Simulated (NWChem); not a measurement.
# SiHClO (SMILES O[Si]Cl) at PBE0/6-31G(d) (density fitting with ahlrichs coulomb fitting, spherical functions)

Aim: the vertical ionisation energy of SiHClO at PBE0/6-31G* (density fitting with ahlrichs coulomb fitting, spherical functions), from 2 runs. 

Program for the calculation: NWChem 7.3.0.

### Step 1. The system as given

SiHClO has 4 atoms, charge 0, and is taken as a singlet. As SMILES, `O[Si]Cl`. Geometry: relaxed at PBE0-D4/def2-TZVP.

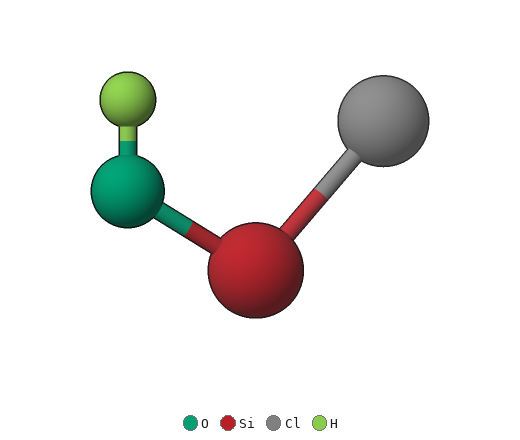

Viewed from a chosen angle; oxygen teal, silicon red, chlorine grey, hydrogen green.

### Step 2. A single-point energy at PBE0/6-31G(d) (density fitting with ahlrichs coulomb fitting, spherical functions)

File geom.nw:

```
start geom
title "ClHOSi"
memory stack 880 mb heap 220 mb global 1100 mb

geometry units angstrom noautosym nocenter noautoz
O    -0.911800    0.450200   -0.308700
Si   -0.434200   -0.789700    0.647000
Cl    1.662300   -0.701000    0.421400
H    -0.260800    0.980400   -0.780000
end

basis spherical bse
* library 6-31G*
end

basis "cd basis" spherical
* library "ahlrichs coulomb fitting"
end

dft
xc pbe0
mult 1
grid fine
convergence energy 1e-08
maxiter 100
mulliken
print low
end

task dft energy
```

On the command line:

```console
$ nwchem geom.nw > geom.out
```

Log:

```text
[...]
 d= 0,ls=0.0,diis     1   -825.1170107317 -9.57D+02  2.08D-02  5.44D-01     0.7
[...]
 d= 0,ls=0.0,diis     8   -825.1815204161 -9.19D-09  4.55D-06  5.86D-08     3.4
         Total DFT energy =     -825.181520416099
      One electron energy =    -1402.579544626738
           Coulomb energy =      503.789100905156
    Exchange-Corr. energy =      -57.818914453690
 Nuclear repulsion energy =      131.427837759172
[...]
      Total Density - Mulliken Population Analysis
     ---------------------------------------------
    Atom       Charge   Shell Charges
 -----------   ------   -------------------------------------------------------
    1 O    8     8.69   2.00  0.90  2.92  0.93  1.92  0.02
    2 Si  14    13.42   2.00  2.00  5.96  1.22  1.23  0.61  0.22  0.19
    3 Cl  17    17.34   2.00  2.00  5.97  1.39  3.62  0.58  1.76  0.01
    4 H    1     0.55   0.46  0.09
[...]
```

It took 4.2 s on 1 thread of Intel Xeon 6975P-C (Granite Rapids), shared host; peak memory 0.12 GiB.

### Step 3. The doublet cation, same level

File clhosi.xyz:

```xyz
4
ClHOSi PBE0
O     -0.911800     0.450200    -0.308700
Si    -0.434200    -0.789700     0.647000
Cl     1.662300    -0.701000     0.421400
H     -0.260800     0.980400    -0.780000
```

File clhosi.nw:

```
start clhosi
title "ClHOSi PBE0"
memory total 2200 mb
charge 1

geometry units angstrom noautosym nocenter noautoz
load clhosi.xyz
end

basis "ao basis" spherical bse
* library 6-31G*
end

basis "cd basis" spherical
* library "ahlrichs coulomb fitting"
end

dft
xc pbe0
mult 2
grid fine
convergence energy 1e-08
iterations 100
mulliken
print low
end

task dft energy
```

On the command line:

```console
$ nwchem clhosi.nw > clhosi.out
```

Log:

```text
[...]
 d= 0,ls=0.0,diis     1   -824.6059950190 -9.56D+02  2.22D-02  4.45D-01     0.8
[...]
 d= 0,ls=0.0,diis    13   -824.8144510644 -6.54D-09  4.90D-07  2.54D-10     7.3
[...]
         Total DFT energy =     -824.814451064449
      One electron energy =    -1391.668677375697
           Coulomb energy =      492.920517512842
    Exchange-Corr. energy =      -57.494128960766
 Nuclear repulsion energy =      131.427837759172
[...]
      Total Density - Mulliken Population Analysis
     ---------------------------------------------
    Atom       Charge   Shell Charges
 -----------   ------   -------------------------------------------------------
    1 O    8     8.61   2.00  0.91  2.91  0.93  1.84  0.02
    2 Si  14    12.90   2.00  2.00  5.96  1.14  1.27  0.21  0.12  0.20
    3 Cl  17    17.01   2.00  2.00  5.97  1.44  3.55  0.54  1.49  0.02
    4 H    1     0.48   0.44  0.05
[...]
      <S2> =      0.7565 (Exact =     0.7500)
[...]
```

Run time: 8.1 s. Hardware: 1 thread of Intel Xeon 6975P-C (Granite Rapids), shared host; peak memory 0.12 GiB.

### Step 4. Summary of results

Level: PBE0/6-31G* (density fitting with ahlrichs coulomb fitting, spherical functions).

| quantity | value |
| --- | --- |
| singlet SiHClO: total energy | -825.18152 Eh |
| doublet cation: total energy | -824.81445 Eh |
| doublet cation: ⟨S²⟩ | 0.756 |
| vertical ionisation energy (to the doublet cation) | 9.988 eV |

**Reading.** The vertical ionisation energy comes to 9.99 eV (964 kJ/mol). Mulliken charges (doublet cation) run from -0.61 on O1 to +1.10 on Si2.
